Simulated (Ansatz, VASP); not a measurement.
# Cross-check of Cr (Chromium) between VASP and Ansatz

Aim: how closely do two programs agree when they are given the same cell, functional and k mesh? The cell is taken from a series of runs on this material, whose earlier steps may have relaxed or scaled it; both programs get it as it stands.

Method: plane waves, with VASP 6.6.1 beside it; single point at PBE, in Ansatz 0.2.0.

## Step 1: The starting structure

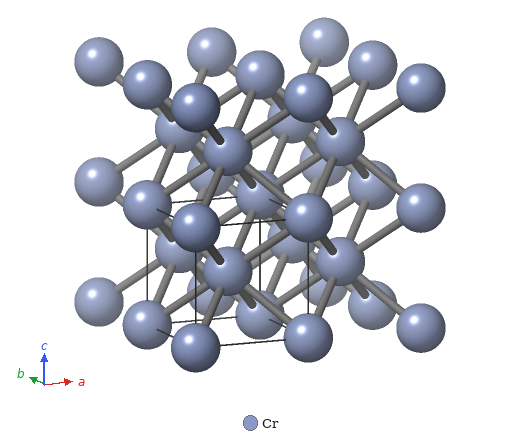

Start, viewed slightly off an axis; chromium light blue. 2×2×2 cells are drawn. This picture shows the conventional cell, with its axes. Some periodic images of atoms are drawn too.

As a file:

```cif
data_structure
_symmetry_space_group_name_H-M 'P 1'
_symmetry_Int_Tables_number 1
_cell_length_a 2.4975
_cell_length_b 2.4975
_cell_length_c 2.4975
_cell_angle_alpha 109.471
_cell_angle_beta 109.471
_cell_angle_gamma 109.471
_cell_volume 11.99
loop_
_atom_site_label
_atom_site_type_symbol
_atom_site_fract_x
_atom_site_fract_y
_atom_site_fract_z
_atom_site_occupancy
Cr1 Cr 0.00000 0.00000 0.00000 1
```

## Step 2: VASP: single point, PBE

A single point gives forces, pressure and levels at one fixed geometry, so differences don't come from the geometry; what else differs is listed under the comparison.

Lines of VASP's logs that name or quote its potential files are left out, and so is its time.

INCAR

```
SYSTEM = Cr
PREC = Accurate
ENCUT = 400
EDIFF = 1E-06
NELM = 100
ISMEAR = -1
SIGMA = 0.05
LREAL = .FALSE.
ALGO = Normal
GGA = PE
NBANDS = 12
ISPIN = 2
MAGMOM = -0
LASPH = .TRUE.
LMAXMIX = 4
LORBIT = 11
LWAVE = .FALSE.
LCHARG = .FALSE.
KPAR = 2
ISIF = 2
```

POSCAR

```
Cr
1.0
   -1.4419500000      1.4419500000      1.4419500000
    1.4419500000     -1.4419500000      1.4419500000
    1.4419500000      1.4419500000     -1.4419500000
Cr
1
Direct
    0.0000000000      0.0000000000      0.0000000000
```

KPOINTS

```
Automatic mesh
0
Gamma
11 11 11
0 0 0
```

Potentials, in the order of the species: Cr_pv (PBE family, release 64).

Started as:

```console
> mpirun -np 2 vasp_std
```

Numbers of over 12 decimals in the logs are rounded to 6 here.

The program printed:

```text
[banner, memory and clock lines left out]
running    2 mpi-ranks, on    1 nodes
 distrk:  each k-point on    1 cores,    2 groups
 distr:  one band on    1 cores,    1 groups

 POSCAR found type information on POSCAR Cr
 POSCAR found :  1 types and       1 ions
 LDA part: xc-table for (Slater+PW92), standard interpolation
 POSCAR, INCAR and KPOINTS ok, starting setup
 FFT: planning ... GRIDC
 FFT: planning ... GRID_SOFT
 FFT: planning ... GRID
 WAVECAR not read
 entering main loop
       N       E                     dE             d eps       ncg     rms          rms(c)
DAV:   1     0.700129986001E+02    0.70013E+02   -0.62804E+03  2708   0.998E+02
DAV:   2    -0.101678170306E+02   -0.80181E+02   -0.77485E+02  2756   0.270E+02
DAV:   3    -0.112161110562E+02   -0.10483E+01   -0.10443E+01  2996   0.373E+01
DAV:   4    -0.112214822705E+02   -0.53712E-02   -0.53711E-02  2856   0.264E+00
DAV:   5    -0.112215429947E+02   -0.60724E-04   -0.60724E-04  2984   0.257E-01    0.124E+01
DAV:   6    -0.952442223808E+01    0.16971E+01   -0.47404E+00  2780   0.361E+01    0.217E+00
DAV:   7    -0.950462489901E+01    0.19797E-01   -0.65474E-02  2744   0.356E+00    0.111E+00
DAV:   8    -0.949412063279E+01    0.10504E-01   -0.28304E-03  2912   0.875E-01    0.151E-01
DAV:   9    -0.949396553924E+01    0.15509E-03   -0.65574E-04  2752   0.408E-01    0.397E-02
DAV:  10    -0.949396833856E+01   -0.27993E-05   -0.11401E-05  2840   0.350E-02    0.690E-03
DAV:  11    -0.949396472790E+01    0.36107E-05   -0.90571E-07  1480   0.161E-02    0.922E-04
DAV:  12    -0.949396468623E+01    0.41666E-07   -0.14759E-08  1364   0.161E-03
   1 F= -.94939647E+01 E0= -.94892073E+01  d E =-.951485E-02  mag=     0.0000
```

Parts of OUTCAR (step 2):

```text
ion  position               nearest neighbor table
   1  0.000  0.000  0.000-

  LATTYP: Found a body centered cubic cell.
 ALAT       =     2.8839000000

 Subroutine GETGRP returns: Found 48 space group operations
 (whereof 48 operations were pure point group operations)

The static configuration has the point symmetry O_h .

 Found     56 irreducible k-points:

   k-points           NKPTS =     56   k-points in BZ     NKDIM =     56   number of bands    NBANDS=     12

   dimension x,y,z NGX =    16 NGY =   16 NGZ =   16
   dimension x,y,z NGXF=    32 NGYF=   32 NGZF=   32

   ENCUT  =  400.0 eV  29.40 Ry    5.42 a.u.   4.07  4.07  4.07*2*pi/ulx,y,z

   NELECT =      12.0000    total number of electrons

 k-points in reciprocal lattice and weights: Automatic mesh
   0.00000000  0.00000000  0.00000000       0.001
   0.09090909  0.00000000  0.00000000       0.009
   0.18181818  0.00000000  0.00000000       0.009
   0.27272727  0.00000000  0.00000000       0.009
   0.36363636  0.00000000  0.00000000       0.009
   0.45454545  0.00000000  0.00000000       0.009
   0.09090909  0.09090909  0.00000000       0.018
   0.18181818  0.09090909 -0.00000000       0.036
   0.27272727  0.09090909  0.00000000       0.036
[...]
-0.45454545 -0.45454545  0.36363636       0.006
  -0.45454545  0.45454545  0.45454545       0.005

 average (electrostatic) potential at core
       1 -66.3870

 E-fermi :  10.4320

 spin component 1
 k-point     1 :       0.0000    0.0000    0.0000
  band No.  band energies     occupation
    ...
      3     -32.3224      1.00000
      4       2.7244      1.00000
      5       9.5857      1.00000
      6       9.5857      1.00000
      7       9.5857      1.00000
      8      11.5427      0.00000
      9      11.5427      0.00000
     10      17.5552      0.00000
     11      32.4544      0.00000
     12      32.4544      0.00000

 k-point     2 :       0.0909    0.0000    0.0000
  band No.  band energies     occupation
    ...
      3     -32.3223      1.00000
      4       3.0725      1.00000
      5       9.4562      1.00000
      6       9.5597      1.00000
      7       9.8178      1.00000
      8      11.4069      0.00000
      9      11.5527      0.00000
     10      17.5556      0.00000
     11      31.5624      0.00000
     12      32.2959      0.00000

 k-point     3 :       0.1818    0.0000    0.0000
  band No.  band energies     occupation
    ...
      2     -32.3982      1.00000
      3     -32.3232      1.00000
      4       4.0354      1.00000
      5       9.1206      1.00000
      6       9.4114      1.00000
      7      10.4703      0.31747
      8      11.2188      0.00000
      9      11.5914      0.00000
     10      17.5552      0.00000
     11      29.1932      0.00000
    ...

 k-point     4 :       0.2727    0.0000    0.0000
  band No.  band energies     occupation
    ...
      2     -32.4703      1.00000
      3     -32.3235      1.00000
      4       5.2848      1.00000
      5       8.7078      1.00000
      6       9.2855      1.00000
      7      11.2620      0.00000
      8      11.4105      0.00000
      9      11.6702      0.00000
     10      17.5549      0.00000
     11      25.9658      0.00000
    ...

 k-point     5 :       0.3636    0.0000    0.0000
  band No.  band energies     occupation
    ...
      2     -32.5360      1.00000
      3     -32.3247      1.00000
      4       6.0757      1.00000
      5       8.3506      1.00000
      6       9.9327      0.99995
      7      11.4459      0.00000
      8      11.7723      0.00000
      9      12.3901      0.00000
     10      17.5532      0.00000
     11      22.6813      0.00000
    ...

 k-point     6 :       0.4545    0.0000    0.0000
  band No.  band energies     occupation
      1     -33.1189      1.00000
      2     -32.5745      1.00000
      3     -32.3255      1.00000
      4       6.2031      1.00000
      5       8.1472      1.00000
      6      11.1768      0.00000
      7      11.5693      0.00000
      8      11.8482      0.00000
      9      13.0453      0.00000
     10      17.5493      0.00000
    ...

  Total       -0.7910246     -0.7910246     -0.7910246     -0.0000000      0.0000000      0.0000000
  in kB     -105.6793169   -105.6793169   -105.6793169     -0.0000000      0.0000000      0.0000000
  external PRESSURE =    -105.6793169 kB  Pullay stress =       0.0000000 kB

  energy-cutoff  :      400.00
  volume of cell :       11.99
      direct lattice vectors                 reciprocal lattice vectors
    -1.441950000  1.441950000  1.441950000     0.000000000  0.346752661  0.346752661
     1.441950000 -1.441950000  1.441950000     0.346752661  0.000000000  0.346752661
     1.441950000  1.441950000 -1.441950000     0.346752661  0.346752661  0.000000000

 POSITION                                       TOTAL-FORCE (eV/Angst)
 -----------------------------------------------------------------------------------
      0.00000      0.00000      0.00000        -0.000000      0.000000     -0.000000
 -----------------------------------------------------------------------------------
    total drift:                                0.000000     -0.000000      0.000000

  FREE ENERGIE OF THE ION-ELECTRON SYSTEM (eV)
  ---------------------------------------------------
  free  energy   TOTEN  =        -9.4939646862 eV

  energy  without entropy=       -9.4844498327  energy(sigma->0) =       -9.48920726

 total charge
# of ion       s       p       d       tot
------------------------------------------
    1        0.427   6.383   4.169  10.979

 magnetization (x)
# of ion       s       p       d       tot
------------------------------------------
    1        0.000  -0.000   0.000   0.000

[... 3 further parts left out ...]
```

The run ends at a pressure of -10.57 GPa.

## Step 3: Ansatz: single point, PBE

Ansatz runs on its default PAW (the set named soft_2) files.

The same cell, functional, mesh and smearing now go to Ansatz, which takes its cutoff from its data sets.

input.yaml

```yaml
crystal:
  lattice:
    - [-1.44195, 1.44195, 1.44195]
    - [1.44195, -1.44195, 1.44195]
    - [1.44195, 1.44195, -1.44195]
  atoms:
    - { symbol: Cr, position: [0.0, 0.0, 0.0], spin: 3.0 }
hamiltonian:
  xc: pbe
  pseudopotentials: { kind: paw }
magnetization:
  spin_polarized: true
kpoints:
  mp_grid: { grid: [11, 11, 11] }
scf:
  occupations: { method: fermi_dirac, width: 0.05 }
  n_extra_bands: 7
output:
  forces: true
  stress: true
  eigenvalues: true
```

Started as:

```console
> ansatz run input.yaml --threads 2 --pin off --max-ram 4608MiB --backend cpu --events-out ev --progress --plain --runs-dir out
```

The program printed:

```text
scf.n_extra_bands = 7 over 7 filled bands (N_el = 14.0): the run solves 14 bands
Engine: ansatz 0.2.0, x86_64-unknown-linux-gnu
Pseudopotentials: kind: paw
Pseudopotential: Cr, paw, valence charge 14, recommended cutoff 420 eV (normal), Cr.paw.azcp
Functional definition: PBE
  parameter kappa = 0.804
  parameter beta = 0.066725
  exchange = pbe_x(kappa = kappa, mu = beta*pi^2/3)
  correlation = pbe_c(beta = beta)
Crystal: 1 atoms, lattice volume = 11.993 Å³
Basis set: ecut = 420 eV, 225 PW (Γ), exchange–correlation on 36×36×36 points (8 copies of the dense FFT grid, shifted against one another)
Bands: 14, of which v1, the nominal top of the filled ones, is band 7 counted from 1 (6 counted from 0)
Symmetry: 48 space group operations
Space group: Im-3m (ITA 229), of the structure as read, at distance tolerance 2.3e-5 Å
Magnetic group: BNS 229.140 (UNI 1642), of the structure as read, at distance tolerance 2.3e-5 Å
k-points: 56 of 1331
Non-local potential: Cr, projectors of the file, l = 0: 3, l = 1: 2, l = 2: 3, l = 3: 1
PAW form: soft (Blöchl's): semilocal exchange-correlation on the pseudo side does not see the compensation charge
PAW one-centre angular grid: Cr, 590 points (default); XC on 64 Gauss nodes
Initial density: superposition of atomic densities (chi_scale 0.1, normalization cell)
Starting moments: Σ|m| = 3 μB on 1 of 1 site
Initial wavefunctions: pseudopotential atomic-orbital guess
Functional: x = pbe(κ = 0.804, μ = 0.219515), c = pbe(β = 0.066725)
SCF iter   1: F=—  HF=-3380.980148 eV  |F-HF|=—  |Δ(HF+E_count)|=         —  Δρ=3.41e-1 (↑3.41e-1 ↓1.43e-1)  dr2=5.92e0  dr2_m=5.87e0  M=0.196 μB ∫|m|=0.199 μB  β_m=0.30  ethr=3.10e-3  ⟨swp⟩=4.0  Hψ=7008  notcnv=0
Mixer restart at iter 1: flushing history
preconditioner: auto → none  [metal: Δε(μ)=0.072 eV  Ē_g=13.869 eV  σ=0.050 eV  W_gap=0.31  n_scr=0 (ndim 8)  ℏωp=26.3 eV  f_vac=0.000  D(μ)=0.52/eV (n_scr^D=0)]
SCF iter   2: F=—  HF=-3378.205100 eV  |F-HF|=—  |Δ(HF+E_count)|=    2.78e0  Δρ=1.73e-1 (↑1.73e-1 ↓1.46e-1)  dr2=2.53e-1  dr2_m=2.73e0  M=0.219 μB ∫|m|=0.220 μB  β_m=0.43  ethr=3.10e-3  ⟨swp⟩=2.0  Hψ=3870  notcnv=0  defer=164
SCF iter   3: F=—  HF=-3377.805259 eV  |F-HF|=—  |Δ(HF+E_count)|=   4.00e-1  Δρ=7.88e-2 (↑7.88e-2 ↓5.55e-2)  dr2=9.89e-2  dr2_m=4.83e-1  M=0.154 μB ∫|m|=0.154 μB  β_m=0.52  ethr=1.81e-3  ⟨swp⟩=2.0  Hψ=2576  notcnv=0  defer=143
SCF iter   4: F=—  HF=-3377.715770 eV  |F-HF|=—  |Δ(HF+E_count)|=   8.95e-2  Δρ=8.35e-3 (↑5.50e-3 ↓8.35e-3)  dr2=2.52e-3  dr2_m=4.83e-3  M=0.050 μB ∫|m|=0.051 μB  β_m=0.76  ethr=7.06e-4  ⟨swp⟩=2.2  Hψ=2351  notcnv=0  defer=141
SCF iter   5: F=—  HF=-3377.716798 eV  |F-HF|=—  |Δ(HF+E_count)|=   1.03e-3  Δρ=1.40e-3 (↑1.40e-3 ↓1.29e-3)  dr2=1.74e-5  dr2_m=1.84e-4  M=0.005 μB ∫|m|=0.008 μB  β_m=0.83  ethr=1.80e-5  ⟨swp⟩=1.7  Hψ=2170  notcnv=0  defer=136
SCF iter   6: F=—  HF=-3377.716814 eV  |F-HF|=—  |Δ(HF+E_count)|=   1.64e-5  Δρ=3.04e-4 (↑3.04e-4 ↓2.48e-4)  dr2=5.77e-6  dr2_m=6.43e-6  M=0.004 μB ∫|m|=0.004 μB  β_m=0.92  ethr=1.25e-7  ⟨swp⟩=2.0  Hψ=2398  notcnv=0  defer=136
SCF iter   7: F=—  HF=-3377.716819 eV  |F-HF|=—  |Δ(HF+E_count)|=   4.85e-6  Δρ=1.66e-4 (↑1.50e-4 ↓1.66e-4)  dr2=3.90e-8  dr2_m=2.73e-6  M=0.001 μB ∫|m|=0.001 μB  β_m=0.90  ethr=4.12e-8  ⟨swp⟩=2.0  Hψ=2366  notcnv=0  defer=136
SCF iter   8: F=—  HF=-3377.716819 eV  |F-HF|=—  |Δ(HF+E_count)|=   8.85e-8  Δρ=4.13e-5 (↑4.13e-5 ↓3.51e-5)  dr2=4.10e-9  dr2_m=1.60e-7  M=0.000 μB ∫|m|=0.000 μB  β_m=0.95  ethr=2.79e-10  ⟨swp⟩=2.0  Hψ=2378  notcnv=0  defer=136
SCF iter   9: F=—  HF=-3377.716819 eV  |F-HF|=—  |Δ(HF+E_count)|=   8.92e-9  Δρ=4.53e-6 (↑1.14e-6 ↓4.53e-6)  dr2=1.17e-9  dr2_m=8.52e-10  M=0.000 μB ∫|m|=0.000 μB  β_m=0.98  ethr=2.93e-11  ⟨swp⟩=2.0  Hψ=2372  notcnv=0  defer=136
SCF iter  10: F=—  HF=-3377.716819 eV  |F-HF|=—  |Δ(HF+E_count)|=  3.82e-11  Δρ=4.97e-7 (↑4.97e-7 ↓2.47e-7)  dr2=1.18e-11  dr2_m=1.39e-11  M=-0.000 μB ∫|m|=0.000 μB  β_m=0.99  ethr=8.38e-12  ⟨swp⟩=2.2  Hψ=2112  notcnv=0  defer=136
SCF iter  11: F=-3377.716819 eV  HF=-3377.716819 eV  |F-HF|=0.00e0  |Δ(HF+E_count)|=  5.46e-12  Δρ=5.84e-8 (↑5.84e-8 ↓2.86e-8)  dr2=6.72e-13  dr2_m=4.29e-14  M=-0.000 μB ∫|m|=0.000 μB  ethr=1.00e-12  ⟨swp⟩=4.3  Hψ=5242  notcnv=0
SCF 1 converged in 11 iterations: F = -3377.716819 eV  dr2 = 6.72e-13
  greatest PAW one-centre occupation: 1.000 electrons in one spin orbital (limit 2), on the Cr atom at site 0 (counted from 0), in its partial waves of l = 0
WARN: the starting moments were not kept: the SCF closed with an absolute magnetisation of 2.8e-7 μB, where they sum to 3 μB in size (1 site). That is at most 0.1 of that sum. Measured as dr2_m measures the in/out step, that magnetisation stands 7.9e-14 eV from none, at or under the dr2_threshold of 1.0e-7 eV: it is no larger than a step whose dr2_m would equal this threshold. The system may hold no moment; this SCF  [...]
SCF converged after 11 iterations
Magnetization: -0.0000 μB (7.0000 up, 7.0000 down)
Absolute magnetization: 0.0000 μB (∫|ρ↑−ρ↓|)
Spin contamination: 0.0000 ħ² per cell (⟨S²⟩ above its minimum at these occupations)
Per-site moments (μB) at R_I (Å): [(-2.5800121831055683e-7, 1.030231)]
Free energy (F): -3377.716819 eV
Harris-Foulkes:  -3377.716819 eV  (|F-HF|=0.00e0)
Internal energy: -3377.707179 eV  (E = F + TS)
E sigma→0 (E₀):  -3377.711999 eV
Entropy (-TS):   -0.009640 eV (-9.640 meV/atom)
Fermi energy:    18.600454 eV
--- Per-component energies (eV) ---
  E_band       = -155.563676
  E_kinetic    = 342.364701
  E_local      = -1207.175615  (includes V_loc(G=0)·N_el)
  E_nonlocal   = 78.101717
  E_hartree    = 524.104267
  E_xc         = -139.894869
  E_vxc        = -178.470685  (∫ρ·V_xc dr)
  E_paw        = -1194.438742  (= ΣΔE_a)
  E_vpaw       = -238.592682  (= ΣTr[D̂ρ^β])
  E_aug_tail   = 0.000391  (compensation charges beyond the density's cutoff)
  E_ewald      = -1780.769030
  E_smearing   = -0.009640  (= −TS)
  E_closure    = 0.000000  (closes the sum)
  Σ components = -3377.716819   (vs F -3377.716819, Δ=0.00e0)
--- Forces (eV/Å), atoms counted from 1 ---
  atom   1  Cr     0.00000000     0.00000000    -0.00000000
  max |Σ_I F_I| component: 5.75e-32 eV/Å
--- Stress (GPa, compression-positive) ---
       -8.670443      -0.000000      -0.000000
        0.000000      -8.670443      -0.000000
       -0.000000      -0.000000      -8.670443
  P = ⅓ Tr σ = -8.6704 GPa (-86.704 kbar)
--- Band table (eV; the first three rows and the last of 112) ---
  k-point 0 ↑: bands = [... 3 lower, -24.1055, 10.8471, 17.7503, 17.7503, 17.7503, 19.7209, 19.7209, 40.5950, ... 3 higher]
  k-point 1 ↑: bands = [... 3 lower, -24.1059, 11.1949, 17.6195, 17.7237, 17.9837, 19.5840, 19.7311, 39.6445, ... 3 higher]
  k-point 2 ↑: bands = [... 3 lower, -24.1069, 12.1578, 17.2819, 17.5736, 18.6418, 19.3946, 19.7707, 37.2451, ... 3 higher]
  k-point 55 ↓: bands = [... 3 lower, -24.6593, 14.5988, 14.6037, 20.7318, 20.7318, 20.8835, 27.9950, 29.2445, ... 3 higher]
```

The column dr2 measures how far the density is from self-consistency, as an energy; F and HF (Harris–Foulkes) agree once it is small.

The run ends at a pressure of -8.67 GPa.

## Step 4: Side by side

Known differences besides the PAW data sets themselves: the data sets hold 14 valence electrons in Ansatz (default PAW (the set named soft_2) files) and 12 in VASP; the cutoff is 420 eV in Ansatz and 400 eV in VASP. Total energies have different zeros and are not compared.

Both answers:

```
      quantity  Ansatz    VASP  difference
pressure (GPa)   -8.67  -10.57       +1.90
```

Ansatz's pressure holds a Pulay correction of 0.08 GPa; VASP's holds none.

## Step 5: Looking for the cause

The difference is large enough to ask for its cause, so further runs change the set-up of one program at a time, as the table lists.

```
                                                    run  difference in pressure (GPa)
                                               as above                           1.9
VASP with the data sets Cr_sv_GW and a cutoff of 620 eV                           2.2
```

## Step 6: Summary of results

```yaml
difference_in_pressure_single_point_pbe: 1.9 GPa
```

The difference in pressure is 1.9 GPa (single point, PBE), beyond the 1 GPa picked in this series as the mark of a large difference. For single point, PBE: no further run halves the difference in pressure. How closely two codes agree says nothing of how well the functional describes the real material.

[Lines on the potential files, build, host, timing and source positions are cut from VASP's logs without a mark.]

[Logs are printed without paths, hosts, clocks, repeated set-up lines and the standing remarks that a program may print on its own settings, such as how far it seeks lower states.]

[Hosts, paths, dates, database ids (printed as entryN), source tags and the programs' standing remarks are cut or masked in the printed files.]
